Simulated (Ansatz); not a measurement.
**C$_{2}$H$_{7}$Al: nudged elastic band (part 2 of 2)**

Continued. System: C$_{2}$H$_{7}$Al. Method: RHF/def2-SVP (Ansatz 0.2.0). The run did not end well. One setting was made poor on purpose. It belongs to a series of runs on one base structure; here: band between the two ends.

Geometry of the input (Å):
```
Al 0.2319  0.0386  0.1240
H  0.1714  0.0317  1.7069
H  1.6452  0.0926  -0.5909
C  -1.4541  -0.0294  -0.9046
H  -1.9637  -0.9592  -0.6156
H  -2.1063  0.7628  -0.5130
C  -1.3703  0.0660  -2.4334
H  -2.3556  0.0069  -2.9025
H  -0.9160  1.0067  -2.7545
H  -0.7622  -0.7382  -2.8551
```

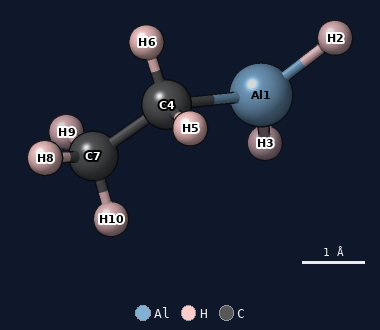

Figure 1. The input geometry (ball-and-stick view, seen at a tilt; atoms are numbered from 1 in the order of the input). Sticks mark near contacts.

```
Unfinished report: {"positions_ang":[[-0.37216893488617153,0.1440800027789652,0.5723328902007495],[1.2499968725503352,0.16113036329532188,0.7955553576249661],[1.1407017396135453,-0.08319649558020292,-0.4118061546839138],[-1.7192825126976936,-0.03212026838438091,-0.8731759984898124],[-2.1923722281622973,-1.0103653705529216,-0.7276364028096022],[-2.5163543540543163,0.6950442115373056,-0.6852259495776163],[-1.2178193028867006,0.08173118912218333,-2.3261795071111973],[-2.0550339215311526,0.03694414967358324,-3.0308273877316396],[-0.6731952977996803,1.0147608666801846,-2.499529551610805],[-0.5240720601458676,-0.7296086585700384,-2.5521092958111313]],"unchecked":["starts","cluster_reference","orbital_swaps","neighbouring_geometries","increment"],"mean_field":{"relativity":"none","state":{"energy":{"ev":-8746.7537768579,"hartree":-321.4372725368781},"converged":true,"gradient_ev":0.000015433382641104345,"stability":{"kind":"minimum","curvature_ev":12.371630782613869},"curvature_floor_ev":0.00030000000000000003,"spin_squared":1.0658141036401503e-14},"others":[],"fillings":{"estimated":0,"unestimated":0,"tried":0,"untried":0,"excluded_magnetic_sites":0},"n_dropped_functions":0,"n_trapped_functions":0,"passes":{"evaluations":4,"products":24},"factors":{"origin":"Cholesky decomposition","count":884,"bound_ev":0.0014694186341807933},"gradient_stop_ev":0.00009,"reference_kind":"stationary","symmetry":{"irreps":["A"],"axes":[[0.9998698996232724,-0.009708091755596381,0.012881645151599565],[0.00988499004492824,0.9998567294734602,-0.013740724087451585],[-0.012746403381286684,0.01386627134815716,0.9998226121266416]],"occupied":[{"A":16},{"A":16}]},"held":{"pivots":882,"left_out":0,"joined":2},"density_repulsion":{"missed_ev":0.00001731420843905543,"excess_ev":0.0,"most_excess_ev":0.0000864,"are_drawn_again":false,"n_first_factors":884,"energy_change_ev":0.0,"n_dropped_ends":0}},"factors":{"origin":"Cholesky decomposition","count":884,"bound_ev":0.0014694186341807933},"n_frozen":0,"n_occupied":[16,16],"n_virtual":[65,65],"reference":{"ev":-8746.7537768579,"hartree":-321.4372725368781},"total":{"ev":-8746.7537768579,"hartree":-321.4372725368781},"forces_ev_per_angstrom":[[0.2995427803768569,0.16111593639208663,0.4315577225245549],[-0.5124740512056533,-0.151510319547872,-0.5055077489370449],[0.18264613000185267,0.06171781988946137,0.3412583193625849],[0.2053073327920118,-0.0543732775878655,-0.4136969182772256],[-0.01725209874498124,-0.0046689114153106595,0.043506086723775095],[0.06243636587489647,0.004480255322187081,0.07030820744559213],[-0.10490621246412754,0.005854669733989797,0.15713990763337388],[0.10482519373519675,0.008562729434142805,-0.03172739805235959],[-0.13931593871774484,-0.049591041428833804,-0.010594251572089252],[-0.08080950164933276,0.018412139208187232,-0.082243926850868]],"charge_distribution":{"dipole_moment_e_ang":[-0.19662834573082624,-0.04380094322416621,-0.14555220344303216],"mulliken_charges_e":[0.4351750061723454,0.06595468359524692,-0.2485290414148742,-0.4604938603935844,0.05769525491172778,0.0616862702933586,0.0005100953945360587,0.025647376942191435,0.02688667499696029,0.03546753950209891],"lowdin_charges_e":[0.1363622599343728,0.07542743199893509,-0.1037445319364767,-0.13596390230300148,0.009508057104611889,0.006020817685795987,0.03380386628426102,-0.011732359173027174,-0.004912973859579672,-0.004768665735887634]},"n_threads":1,"memory_gib":1.7045454550534487,"seconds":{"hamiltonian":0.755333752,"orbitals":0.0,"second_order":0.0,"solver_start":0.0,"cycles":0.0,"cycle":0.0,"perturbative":0.0,"full_ci_increment":0.0,"forces":0.0}}
this run last wrote the band of iteration 10 to [file]
Error: NEB band did not converge after 10 iterations: max|band force component| = 6.91e-1 eV/Å (threshold 5.0e-2); raise `neb.max_iterations` in a new run, which can start from the last band evaluated (`neb.initial_path`, with `crystal.atoms` and `neb.final_atoms` set to its first and last images), add images, or start from endpoints closer to local minima. Where this run's directory can be resumed (`checkpoint.write`), a resume goes on for up to `neb.max_iterations` more; to start a new run from the last band, take its images' positions from the `neb_iteration` event of iteration 10 (`data.images[].positions_ang`), in the event stream of the run that computed that iteration (not this run's, if it was resumed behind it). With `checkpoint.write`, `steps/00-neb/state/checkpoint.json` in the run directory holds the last saved band, under `neb.evaluated.images[].positions_ang` (a band under a hybrid functional on support functions is neither saved nor resumed: `neb.initial_path` says where its path is): check the last entry of `neb.iterations` there, which is earlier than 10 if that iteration was not saved or its write failed. If the band's step has no `state` directory and holds `state.next`, a write was cut short, and the file is under `state.next` instead (behind a loss of power it can be under `state.prev`)
this run wrote the band of iteration 10 to [file] as well, whether or not its events were kept: a new run's `neb.initial_path` can list its `images[].positions_ang`
a run's events are kept only if it was started with --events-out <file>, and are in that file
```

The last band as extended XYZ (Å, eV, eV/Å):
```
10
Properties=species:S:1:pos:R:3:forces:R:3 image=0 energy=-8750.54500
Al    0.2319    0.0386    0.1240   -0.0138   0.0019  -0.0089
H     0.1714    0.0317    1.7069    0.0057  -0.0022   0.0096
H     1.6452    0.0926   -0.5909    0.0020   0.0010  -0.0027
C    -1.4541   -0.0294   -0.9046    0.0130  -0.0013   0.0255
H    -1.9637   -0.9592   -0.6156   -0.0047   0.0037  -0.0069
H    -2.1063    0.7628   -0.5130   -0.0032  -0.0026  -0.0091
C    -1.3703    0.0660   -2.4334    0.0110   0.0008  -0.0014
H    -2.3556    0.0069   -2.9025   -0.0024  -0.0006  -0.0022
H    -0.9160    1.0067   -2.7545   -0.0031   0.0000  -0.0019
H    -0.7622   -0.7382   -2.8551   -0.0045  -0.0008  -0.0019
10
Properties=species:S:1:pos:R:3:forces:R:3 image=1 energy=-8750.44446
Al    0.1367    0.0289    0.1105    0.1420   0.0244  -0.0506
H     0.4730    0.3149    1.6276   -0.2782   0.0062   0.1200
H     1.4016   -0.1847   -0.8125    0.0990  -0.0502  -0.0436
C    -1.5952   -0.0647   -0.8553    0.0556  -0.0316   0.0087
H    -2.0739   -1.0389   -0.6836    0.0638   0.0211   0.0252
H    -2.3387    0.6716   -0.5291    0.1038   0.0223   0.0558
C    -1.2914    0.1030   -2.3550   -0.0248   0.0020  -0.0306
H    -2.1769    0.0084   -2.9868   -0.0745   0.0009   0.0305
H    -0.8482    1.0814   -2.5618   -0.0393   0.0007  -0.0537
H    -0.5666   -0.6414   -2.6927   -0.0475   0.0041  -0.0618
10
Properties=species:S:1:pos:R:3:forces:R:3 image=2 energy=-8749.34753
Al   -0.0672    0.0744    0.2306    1.0125  -0.1241  -0.8620
H     1.0041    0.2665    1.3332   -0.9233   0.3713   1.8989
H     1.1566   -0.1241   -0.6913    0.2959  -0.3468  -1.3450
C    -1.7257   -0.0483   -0.8458   -0.2308   0.0012  -0.0721
H    -2.1961   -1.0323   -0.7307    0.0334   0.0066   0.1383
H    -2.5244    0.6734   -0.6572    0.0670   0.0601   0.1824
C    -1.2361    0.0890   -2.3079    0.0289   0.0546  -0.0268
H    -2.0546    0.0356   -3.0289   -0.1257  -0.0132   0.0781
H    -0.7172    1.0370   -2.4781   -0.0823  -0.0166   0.0063
H    -0.5190   -0.6928   -2.5624   -0.0756   0.0069   0.0018
10
Properties=species:S:1:pos:R:3:forces:R:3 image=3 energy=-8746.75378
Al   -0.3722    0.1441    0.5723    0.2995   0.1611   0.4316
H     1.2500    0.1611    0.7956   -0.5125  -0.1515  -0.5055
H     1.1407   -0.0832   -0.4118    0.1826   0.0617   0.3413
C    -1.7193   -0.0321   -0.8732    0.2053  -0.0544  -0.4137
H    -2.1924   -1.0104   -0.7276   -0.0173  -0.0047   0.0435
H    -2.5164    0.6950   -0.6852    0.0624   0.0045   0.0703
C    -1.2178    0.0817   -2.3262   -0.1049   0.0059   0.1571
H    -2.0550    0.0369   -3.0308    0.1048   0.0086  -0.0317
H    -0.6732    1.0148   -2.4995   -0.1393  -0.0496  -0.0106
H    -0.5241   -0.7296   -2.5521   -0.0808   0.0184  -0.0822
10
Properties=species:S:1:pos:R:3:forces:R:3 image=4 energy=-8748.82498
Al   -0.8211    0.2508    0.9130   -0.5248   0.0803   0.2256
H     1.4669    0.0354    0.3440    0.2097  -0.0538  -0.2675
H     1.3511   -0.0739   -0.3899    0.1751  -0.0208  -0.0408
C    -1.7640   -0.0166   -0.8538    0.0800  -0.0183  -0.2376
H    -2.2703   -0.9877   -0.7356    0.0000  -0.0428   0.0355
H    -2.5842    0.7134   -0.7611   -0.0274   0.0530   0.0372
C    -1.1845    0.0717   -2.2766    0.1304   0.0445   0.0931
H    -1.9474   -0.0064   -3.0541   -0.1112  -0.0409   0.0413
H    -0.6638    1.0152   -2.4554    0.0173   0.0708   0.0730
H    -0.4623   -0.7235   -2.4692    0.0509  -0.0719   0.0401
10
Properties=species:S:1:pos:R:3:forces:R:3 image=5 energy=-8749.04391
Al   -1.2763    0.3174    0.9557   -0.0116   0.0266   0.0376
H     1.7700    0.0185    0.2805    0.0566  -0.0064  -0.0045
H     1.7006   -0.1254   -0.4486    0.0399  -0.0066  -0.0332
C    -1.9572   -0.0024   -0.9045   -0.0896  -0.0830   0.0219
H    -2.4471   -0.9894   -0.8431   -0.0013   0.0214  -0.0166
H    -2.7994    0.7085   -0.9624   -0.0051   0.0111  -0.0522
C    -1.1320    0.0734   -2.1958    0.0221   0.0491   0.0026
H    -1.7549   -0.0581   -3.0840    0.0121  -0.0051  -0.0256
H    -0.6232    1.0353   -2.3043   -0.0180   0.0094   0.0276
H    -0.3602   -0.6993   -2.2321   -0.0051  -0.0164   0.0425
10
Properties=species:S:1:pos:R:3:forces:R:3 image=6 energy=-8749.09266
Al   -1.5211    0.3787    0.8845    0.0189   0.0105   0.0436
H     2.0819    0.0043    0.3806    0.0214  -0.0018   0.0051
H     2.2654   -0.1793   -0.3196    0.0095  -0.0019  -0.0099
C    -2.1595    0.0085   -0.9824   -0.0158  -0.0535  -0.0315
H    -2.6412   -0.9813   -0.9592   -0.0167  -0.0132  -0.0014
H    -2.9884    0.7137   -1.1504   -0.0127   0.0284  -0.0354
C    -1.1778    0.0705   -2.1630    0.0402   0.0585   0.0051
H    -1.6724   -0.0854   -3.1245   -0.0224  -0.0169  -0.0150
H    -0.6703    1.0379   -2.2233   -0.0177   0.0102   0.0110
H    -0.3962   -0.6892   -2.0813   -0.0046  -0.0203   0.0284
10
Properties=species:S:1:pos:R:3:forces:R:3 image=7 energy=-8749.10275
Al   -1.5368    0.4401    0.7875   -0.0060   0.0005   0.0135
H     2.4574   -0.0677    0.6223    0.0065   0.0003   0.0006
H     2.7646   -0.2115   -0.0432    0.0059  -0.0022  -0.0029
C    -2.2721    0.0158   -1.0366   -0.0028   0.0087  -0.0186
H    -2.7280   -0.9850   -0.9862   -0.0006  -0.0037  -0.0003
H    -3.1176    0.7005   -1.2075    0.0004   0.0007  -0.0012
C    -1.3064    0.0829   -2.2314    0.0078  -0.0049  -0.0105
H    -1.8028   -0.1352   -3.1809    0.0018  -0.0031   0.0100
H    -0.8513    1.0727   -2.3326   -0.0078   0.0008   0.0055
H    -0.4865   -0.6341   -2.1299   -0.0053   0.0031   0.0040
10
Properties=species:S:1:pos:R:3:forces:R:3 image=8 energy=-8749.10604
Al   -1.9501    0.5377    0.8150    0.0007   0.0004   0.0006
H     2.8691   -0.1500    0.5102    0.0026  -0.0025  -0.0165
H     2.9994   -0.2736   -0.2153   -0.0026   0.0025   0.0166
C    -2.4162    0.0222   -1.0742   -0.0034   0.0001  -0.0031
H    -2.8198   -1.0018   -1.0454    0.0001   0.0001   0.0001
H    -3.2649    0.6501   -1.3868   -0.0011  -0.0002   0.0014
C    -1.2988    0.1060   -2.1272    0.0053  -0.0003   0.0022
H    -1.6404   -0.1923   -3.1218   -0.0014   0.0002   0.0005
H    -0.9035    1.1219   -2.2189   -0.0002  -0.0009  -0.0003
H    -0.4544   -0.5419   -1.8742    0.0001   0.0005  -0.0015
```

Outcome:

| quantity | value |
| --- | --- |
| outcome | not converged |
| barrier, forward (band not converged) | 3.791 eV |
| barrier, backward | 2.352 eV |
| hardware | 1 thread of Arm Neoverse V2, 24 GiB of memory available, shared host |
| wall time | 57 s |
| peak memory | 0.13 GiB |

What went wrong:

The run did not converge: “NEB band did not converge after 10 iterations: max|band force component| = 6.91e-1 eV/Å (threshold 5.0e-2); raise `neb.max_iterations` in a new run, which can start from the last band evaluated (`neb.initial_path`, with `crystal.atoms` and `neb.final_atoms` set to its first and last images), add images, or start from endpoints closer to local minima …” Its last values are not results. A deliberately poor setting: few iterations.
